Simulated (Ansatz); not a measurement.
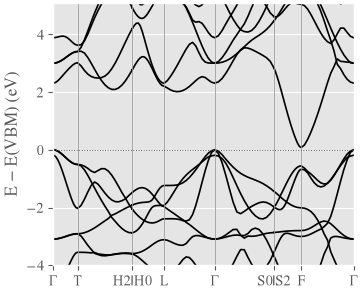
Band structure from plane-wave PAW LDA (Ansatz code)

Question: Read off the gap and where the band edges lie.

Answer: About 0.1 eV (0.08 eV by a search for the band edges); maximum at Γ, minimum at F.

The material is SrHfN2 in space group R-3m (No. 166; Sr on 3a, Hf on 3b, N on 6c).

The workflow started from a Materials Project entry (that database holds measured and hypothetical structures alike); the Crystallography Open Database copy checked does not list it. Its standing as an ambient phase is unchecked. The cell was relaxed with LDA under the symmetry of its start; of distortions, only those at the zone centre were tested. The run is not spin-polarised. Spin–orbit coupling is left out wherever it is not named.

Potentials: the later of the program's two PAW sets.
